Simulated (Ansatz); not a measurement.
```xyz
9

Si    0.1824   -0.0211   -0.1533
H     0.1337    0.1399    1.3596
H     1.6230   -0.1512   -0.5611
H    -0.3525    1.2736   -0.7187
N    -0.6438   -1.5060   -0.5278
H    -1.6160   -1.5552   -0.2042
H    -0.5515   -1.8867   -1.4722
F    -2.4082   -0.2748    1.4747
H    -1.5163   -0.1480    1.7582
```

Method: RKS PBE/def2-SVP in Ansatz 0.2.0.

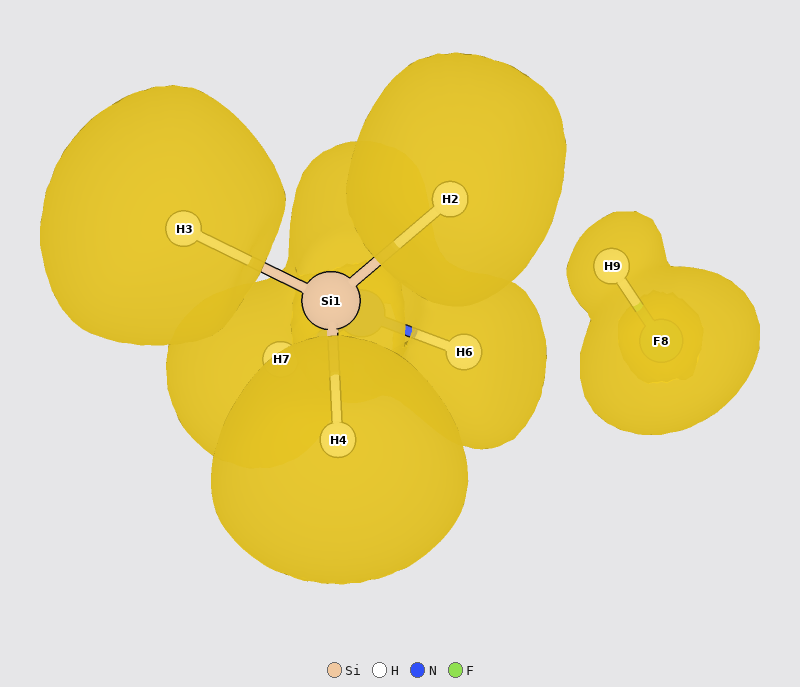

H5NSi···HF. Isosurface of the ELF at 0.75 (yellow), seen from one side. Only the valence region is drawn (cores and ρ < 0.01 e/Å³ removed).

Question: Where are the electrons localised?

Answer: The surface consists of three regions around hydrogen nuclei, one joined region spread over several atoms (F, H), in which their bonds and any lone pairs are merged and one joined region spread over several atoms (H, N), in which their bonds and any lone pairs are merged.

Values along the shortest contacts:
H2···H9 (1.72 Å): the ELF dips to about 0.15 between them. Si–N (1.74 Å): the ELF peaks at about 0.90 between the atoms; a shared but strongly polarised pair.
